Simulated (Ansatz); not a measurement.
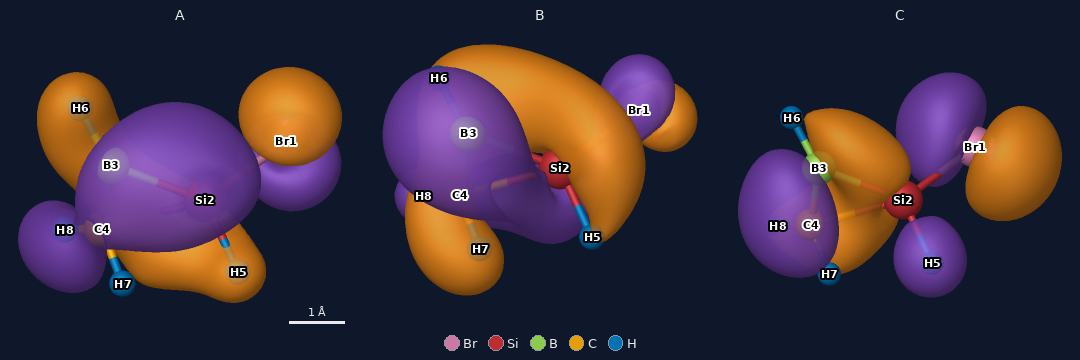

Figure. CH4BBrSi (SMILES Br[SiH]1BC1). Three frontier orbitals at ±0.08 Å⁻³ᐟ² (orange and purple are the two phases), in no order.

Geometry: PBE0-D4/def2-TZVP.

Theory: RKS PBE0-D4/def2-TZVPP in Ansatz.

Input

```
crystal:
  periodic: [false, false, false]
  atoms:
    - {symbol: Br, position_ang: [-1.946326, 1.950019, -0.817232]}
    - {symbol: Si, position_ang: [-0.026084, 0.878927, -0.551390]}
    - {symbol: B, position_ang: [0.527554, 0.121930, 1.085988]}
    - {symbol: C, position_ang: [0.220263, -1.007397, 0.176567]}
    - {symbol: H, position_ang: [0.614106, 0.791449, -1.879536]}
    - {symbol: H, position_ang: [0.337254, 0.278339, 2.245378]}
    - {symbol: H, position_ang: [0.683732, -1.169201, -0.803001]}
    - {symbol: H, position_ang: [-0.318197, -1.901067, 0.487526]}
basis:
  gaussian: {orbitals: def2-TZVPP}
hamiltonian: {xc: pbe0, dispersion: d4}
output: {orbitals: {seedname: orbitals}}
```

Launched as:

```sh
ansatz run in.yaml --threads 2 --pin off --events-out ev --progress --plain --max-ram 4352MiB
```

Order the three orbitals by energy and name them.

C is the HOMO−1 (−8.20 eV). By Hirshfeld shares it lies mainly on Br1 (about 40 %), C4 (about 25 %), B3 (about 15 %) and Si2 (about 10 %). A is the HOMO (−7.15 eV). By Hirshfeld shares it lies mainly on Si2 (about 30 %), B3 (about 25 %), C4 (about 20 %) and Br1 (about 15 %). B is the LUMO (−1.54 eV). By Hirshfeld shares it lies mainly on B3 (about 40 %), Si2 (about 25 %), C4 (about 15 %) and Br1 (about 10 %).

What is the HOMO–LUMO gap?

5.61 eV between the orbital energies.
